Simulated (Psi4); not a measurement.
# One shape, several levels: ZrCl4 (SMILES Cl[Zr](Cl)(Cl)Cl)

Aim: a comparison of 3 runs (HF/3-21G, B3LYP/def2-SVP, OMP2/def2-SVP) of ZrCl4. 

The results are computed with Psi4 1.11.

12 further runs of the same task are left out: 11 that didn't finish, 1 set aside as unsound or not needed.

## (1) The structure to begin with

The species is ZrCl4 (5 atoms), meant as a singlet with charge 0. As SMILES, `Cl[Zr](Cl)(Cl)Cl`. One bond was lengthened or shortened from a relaxed shape.

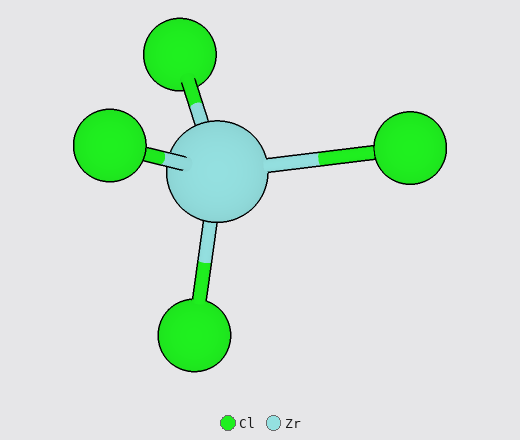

Viewed from a chosen angle; chlorine green, zirconium light teal.

## (2) Energy and gradient at HF/3-21G (run 1)

File run.py:

```python
import psi4

psi4.set_memory(2200000000)
psi4.set_num_threads(1)
psi4.core.set_output_file('run.log', False)

mol = psi4.geometry("""
0 1
Cl     0.202322    -0.166283     2.439708
Zr     0.312312     0.064517     0.137878
Cl     1.857692    -1.434703    -0.715362
Cl    -2.081750    -0.430080    -0.919260
Cl     0.958572     2.224627    -0.391372
units angstrom
symmetry c1
no_reorient
no_com
""")

psi4.set_options({
    'basis': '3-21G',
    'puream': True,
    'e_convergence': 1e-09,
    'd_convergence': 1e-08,
    'scf_type': 'pk',
})

result, w = psi4.gradient("scf", molecule=mol, return_wfn=True)
psi4.oeprop(w, "WIBERG_LOWDIN_INDICES", "LOWDIN_CHARGES", "MULLIKEN_CHARGES", title="SCF")
print('gradient / Eh bohr^-1')
print(result.np.round(6))
print(f'energy = {w.energy():.10f} Eh')
```

Launch:

```
$ python run.py
```

run.log:

```text
[...]
  Running in c1 symmetry.
[...]
  Nuclear repulsion =  835.241477198447910
[...]
  Multiplicity = 1
[...]
  Nalpha       = 54
  Nbeta        = 54
[...]
    Number of basis functions: 88
[...]
   @RHF iter   1: -5351.36685589166609   -1.24506e+00   5.04289e-03 DIIS/ADIIS
[...]
   @RHF iter  11: -5351.54648998035827   -1.04592e-10   9.37664e-09 DIIS
[...]
  @RHF Final Energy: -5351.54648998035827
   => Energetics <=
    Nuclear Repulsion Energy =            835.2414771984479103
    One-Electron Energy =               -9057.5347307098309102
    Two-Electron Energy =                2870.7467635310244987
    Total Energy =                      -5351.5464899803591834
[...]
  -Total Gradient:
     Atom            X                  Y                   Z
    ------   -----------------  -----------------  -----------------
       1        0.000445145993     0.001959649456    -0.020896921047
       2        0.061637377931     0.012735879193     0.027220952187
       3       -0.014406656007     0.013338311274     0.007416505460
       4       -0.041334561525    -0.008539216926    -0.018251239645
       5       -0.006341306647    -0.019494622976     0.004510703016
[...]
  Mulliken Charges: (a.u.)
   Center  Symbol    Alpha    Beta     Spin     Total
       1    CL     8.66194  8.66194  0.00000 -0.32388
       2    ZR    19.29072 19.29072  0.00000  1.41857
       3    CL     8.66195  8.66195  0.00000 -0.32390
       4    CL     8.72345  8.72345  0.00000 -0.44690
       5    CL     8.66194  8.66194  0.00000 -0.32389
   Total alpha = 54.00000, Total beta = 54.00000, Total charge =  0.00000
  Lowdin Charges: (a.u.)
   Center  Symbol    Alpha    Beta     Spin     Total
       1    CL     8.53877  8.53877  0.00000 -0.07755
[...]
```

On the terminal:

```text
gradient / Eh bohr^-1
[[ 0.000445  0.00196  -0.020897]
 [ 0.061637  0.012736  0.027221]
 [-0.014407  0.013338  0.007417]
 [-0.041335 -0.008539 -0.018251]
 [-0.006341 -0.019495  0.004511]]
energy = -5351.5464899804 Eh
```

Wall time 8.7 s (1 thread of Intel Xeon Platinum 8259CL at 2.50GHz (Skylake/Cascade Lake), shared host); peak memory 0.3 GiB.

## (3) Energy and forces at B3LYP/def2-SVP (core potential) (run 2)

File cl4zr.py:

```python
import psi4

psi4.set_memory('2200 MB')
psi4.set_num_threads(1)
psi4.set_output_file('cl4zr.out', False)

molecule = psi4.geometry("""
Cl     0.202322    -0.166283     2.439708
Zr     0.312312     0.064517     0.137878
Cl     1.857692    -1.434703    -0.715362
Cl    -2.081750    -0.430080    -0.919260
Cl     0.958572     2.224627    -0.391372
units angstrom
symmetry c1
""")

psi4.set_options({
    'puream': True,
    'e_convergence': 1e-09,
    'd_convergence': 1e-08,
    'scf_type': 'pk',
    'dft_radial_points': 99,
    'dft_spherical_points': 590,
})

energy_value, wavefunction = psi4.gradient("b3lyp/def2-SVP", return_wfn=True)
psi4.oeprop(wavefunction, "MULLIKEN_CHARGES", "LOWDIN_CHARGES", "WIBERG_LOWDIN_INDICES")
print('gradient / Eh bohr^-1')
print(energy_value.np.round(6))
print(f'energy = {wavefunction.energy():.10f} Eh')
```

Launch:

```
$ python cl4zr.py
```

cl4zr.out:

```text
[...]
    !!!  WARNING: ECP capability is in beta. Please check occupations closely.  !!!
[...]
  Running in c1 symmetry.
[...]
  Nuclear repulsion =  414.386544987626962
[...]
  Multiplicity = 1
[...]
  Nalpha       = 40
  Nbeta        = 40
[...]
    Number of basis functions: 103
[...]
   @RKS iter   1: -1887.49309730238429   -6.11103e-01   5.28599e-03 ADIIS/DIIS
[...]
   @RKS iter  12: -1887.65351946389910   -2.34195e-11   5.03726e-09 DIIS
[...]
  @RKS Final Energy: -1887.65351946389910
   => Energetics <=
    Nuclear Repulsion Energy =            414.3865449876269622
    One-Electron Energy =               -3446.0384461295129768
    Two-Electron Energy =                1239.8777134639358337
    DFT Exchange-Correlation Energy =     -95.8793317859489491
    Empirical Dispersion Energy =           0.0000000000000000
    VV10 Nonlocal Energy =                  0.0000000000000000
    Total Energy =                      -1887.6535194638991015
[...]
  -Total Gradient:
     Atom            X                  Y                   Z
    ------   -----------------  -----------------  -----------------
       1       -0.000607772987     0.000177251926    -0.003650686073
       2        0.051791849779     0.010700400139     0.022870396548
       3       -0.002971747298     0.002000145643     0.000888994412
       4       -0.046522740341    -0.009610920833    -0.020541575668
       5       -0.001695268235    -0.003271846115     0.000407512496
[...]
```

The script printed:

```text
gradient / Eh bohr^-1
[[-0.000608  0.000177 -0.003651]
 [ 0.051792  0.0107    0.02287 ]
 [-0.002972  0.002     0.000889]
 [-0.046523 -0.009611 -0.020542]
 [-0.001695 -0.003272  0.000408]]
energy = -1887.6535194639 Eh
```

Run time: 27 s. Hardware: 1 thread of Intel Xeon Platinum 8259CL at 2.50GHz (Skylake/Cascade Lake), shared host; peak memory 0.96 GiB.

## (4) The energy at OMP2/def2-SVP (core potential, density fitting for correlation) (run 3)

File job.dat:

```
memory 2.2 GB

molecule m {
  0 1
  Cl     0.38233317    -0.31422933     4.61037994
  Zr     0.59018415     0.12191946     0.26055166
  Cl     3.51052910    -2.71119574    -1.35183826
  Cl    -3.93393736    -0.81273341    -1.73714964
  Cl     1.81143855     4.20393576    -0.73958589
  units bohr
  symmetry c1
}

set globals {
  basis def2-SVP
  puream true
  e_convergence 1e-09
  d_convergence 1e-08
  scf_type pk
  num_frozen_docc 20
}

energy_value, wavefunction = energy("omp2", return_wfn=True)
print_variables()
```

Launch:

```
$ psi4 -n 1 job.dat job.out
```

job.out:

```text
[...]
    !!!  WARNING: ECP capability is in beta. Please check occupations closely.  !!!
[...]
  Running in c1 symmetry.
[...]
  Nuclear repulsion =  414.386545332530488
[...]
  Multiplicity = 1
[...]
  Nalpha       = 40
  Nbeta        = 40
[...]
    Number of basis functions: 103
[...]
   @RHF iter   1: -1884.11023951813763   -8.76281e-01   4.18270e-03 ADIIS/DIIS
[...]
   @RHF iter  12: -1884.26781585420781   -1.45519e-11   7.96469e-09 DIIS
[...]
  @RHF Final Energy: -1884.26781585420781
   => Energetics <=
    Nuclear Repulsion Energy =            414.3865453325304884
    One-Electron Energy =               -3444.4116966779788527
    Two-Electron Energy =                1145.7573354912403829
    Total Energy =                      -1884.2678158542078108
[...]
 Multipole Moments:
 ------------------------------------------------------------------------------------
     Multipole            Electronic (a.u.)      Nuclear  (a.u.)        Total (a.u.)
 ------------------------------------------------------------------------------------
 L = 1.  Multiply by 2.5417464519 to convert [e a0] to [Debye]
 Dipole X            :          3.6088339           -2.8487164            0.7601175
 Dipole Y            :          0.7452323           -0.5882045            0.1570279
 Dipole Z            :          1.5920901           -1.2565056            0.3355845
 Magnitude           :                                                    0.8456083
[...]
	Warning: cc_lambda option is changed to TRUE
	For this residual convergence, default PCG convergence is:     1.00e-07
[...]
	DF-MP2 Total Energy (a.u.)         : -1885.03067297832149
[...]
	DF-MP2 Total Energy (a.u.)         : -1885.04807555538036
[...]
	DF-OMP2 Total Energy (a.u.)        : -1885.04807555536217
[...]
```

Wall time 80 s (1 thread of Intel Xeon Platinum 8259CL at 2.50GHz (Skylake/Cascade Lake), shared host); peak memory 0.47 GiB.

## (5) Overview of the runs

```csv
run,level,core potential,integration grid,energy (Eh),dipole moment (D),HOMO energy (eV),LUMO energy (eV),wall time
1,HF/3-21G,none,–,-5351.546490,2.15,-12.61,-1.41,8.7 s
2,B3LYP/def2-SVP (core potential),def2,99 radial × 590 angular,-1887.653519,1.85,-8.50,-3.22,27 s
3,"OMP2/def2-SVP (core potential, density fitting for correlation)",def2,–,-1885.048076,–,-12.12,0.36,80 s
```

## (6) Summary of results

| quantity | value |
| --- | --- |
| run 3: total energy | -1885.04808 Eh |
| run 3: HOMO energy (Hartree–Fock orbitals) | -12.12 eV |
| run 3: LUMO energy (Hartree–Fock orbitals) | 0.36 eV |
| run 3: HOMO–LUMO gap (Hartree–Fock orbitals) | 12.48 eV |
| run 3: correlation energy (20 core orbitals frozen) | -780.3 mEh |

**Reading.** Some runs of one species differ in core potentials or relativity; totals across that change don't compare. In run 1 relativity is left out where basis or elements ask for it. All runs together took 1.9 min, the longest 80 s.
